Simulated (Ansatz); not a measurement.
CHAlBCl

Input file:

```
crystal:
  periodic: [false, false, false]
  atoms:
    - {symbol: C, position_ang: [-0.696861, 0.595120, 0.351213]}
    - {symbol: Al, position_ang: [0.743159, 1.834317, 0.868334]}
    - {symbol: B, position_ang: [-0.753664, -0.560232, 1.097573]}
    - {symbol: Cl, position_ang: [-0.562684, -1.855597, 2.177757]}
    - {symbol: H, position_ang: [-1.296298, 0.972439, -0.482978]}
basis:
  gaussian:
    orbitals: def2-TZVPD
hamiltonian:
  xc: {name: PBE0}
output:
  forces: true
  orbitals: {seedname: orbitals}
```

Launched as:

```sh
ansatz run input.yaml --threads 1 --pin off --max-ram 2610MiB --events-out events.jsonl --progress --plain --runs-dir runs
```

Geometry: r2SCAN-D4/def2-SVP.

Theory: Ansatz, isolated molecule in a Gaussian basis; Kohn-Sham density functional theory, functional PBE0.

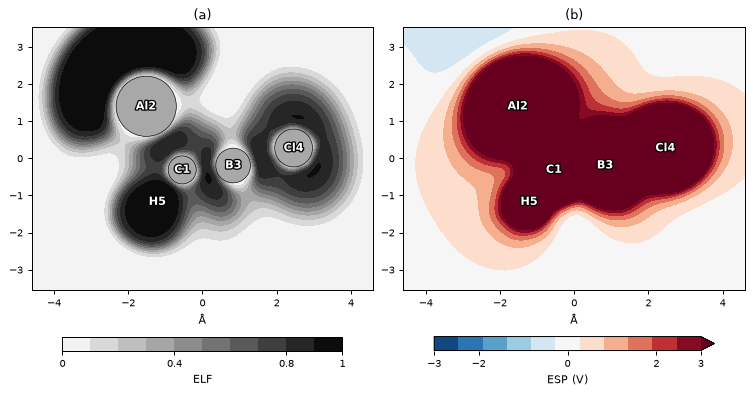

Figure 1. (a) electron localisation function; (b) molecular electrostatic potential on the molecular plane. Grey discs cover the atomic cores in the ELF map.

### What do the fields say about this system?

- Atoms in the plane: C, Al, B, Cl and H.
- C–B (1.38 Å): the ELF peaks at about 0.90 between the atoms: localised, covalent bonding.
- B–Cl (1.70 Å): the ELF peaks at about 0.90 between the atoms, as expected for a polar covalent bond.
- C–Al (1.97 Å): the ELF peaks at about 0.90 between the atoms, as expected for a shared but strongly polarised pair.
- C–H (1.09 Å): the ELF climbs to about 1 towards the hydrogen, as it does in any bond to H (a covalent bond by its length).
- The ELF also peaks beside Cl4, away from the bonds: lone-pair regions.
- Outside the dense part of the molecule the potential is most negative (−0.6 V) near C1.

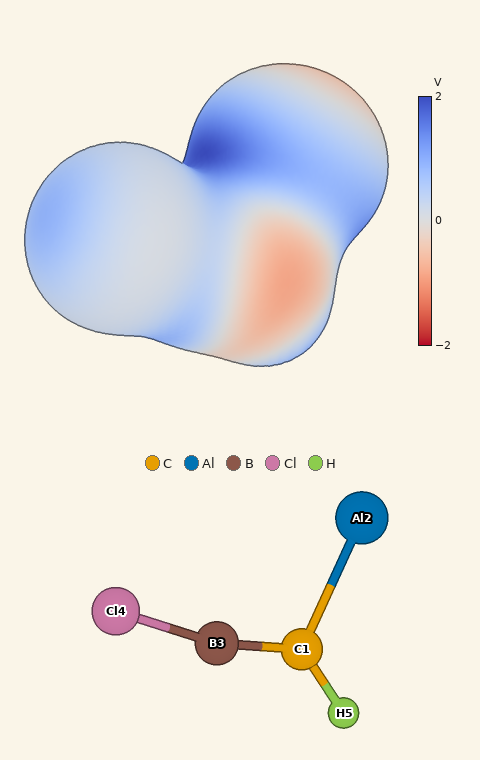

Figure 2. The molecular electrostatic potential painted on the density surface at 0.002 e/bohr³, seen at a tilt; the colour scale runs from red (negative) to blue (positive). The bare structure is drawn below in the same view.

### Where is the surface potential most negative and most positive?

The most negative region (about −0.8 V) lies over the π face of C1, the most positive (about +1.9 V) over Al2. Cl4 shows a σ-hole: about +0.9 V at the tip opposite its bond, against about +0.2 V on its flanks.

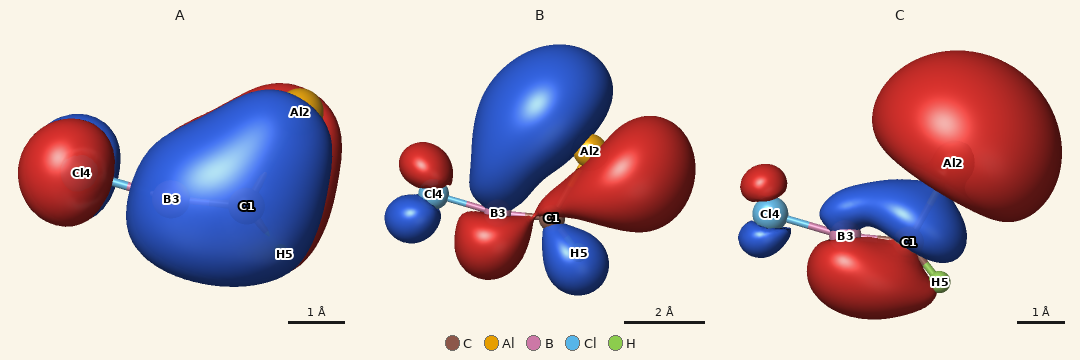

Figure 3. Three frontier orbitals at ±0.06 Å⁻³ᐟ² (blue and red are the two phases), in no order.

### Which picture is the HOMO−1, the HOMO and the LUMO?

A is the HOMO−1 (−6.89 eV). Its weight (Hirshfeld) is mainly on C1 (about 50 %), B3 (about 25 %), Al2 (about 15 %) and Cl4 (about 10 %); it changes sign across the molecular plane (π type); π-bonding across C1–B3; π-antibonding (a node) across B3–Cl4. C is the HOMO (−5.98 eV). Its weight (Hirshfeld) is mainly on Al2 (about 75 %), C1 (about 15 %) and B3 (about 10 %); it is symmetric in the molecular plane (an in-plane orbital: σ, lone-pair or in-plane π type). B is the LUMO (−1.75 eV). By Hirshfeld shares it lies mainly on Al2 (about 65 %), B3 (about 15 %), C1 (about 10 %) and Cl4 (about 5 %); it is symmetric in the molecular plane (an in-plane orbital: σ, lone-pair or in-plane π type).

### What is the HOMO–LUMO gap?

4.23 eV between the orbital energies.

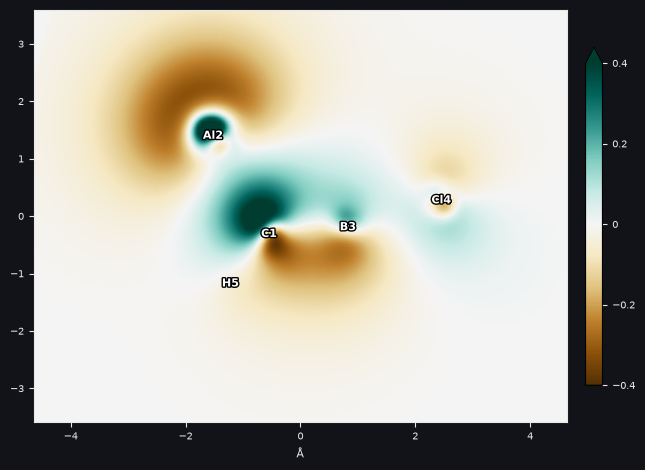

Figure 4. The HOMO on the molecular plane (values in Å⁻³ᐟ²; the overall sign is arbitrary).

### Describe this orbital and give its energy.

It lies mainly on Al2 (about 75 %), C1 (about 15 %) and B3 (about 10 %); it is symmetric in the molecular plane (an in-plane orbital: σ, lone-pair or in-plane π type). Its energy is −5.98 eV.
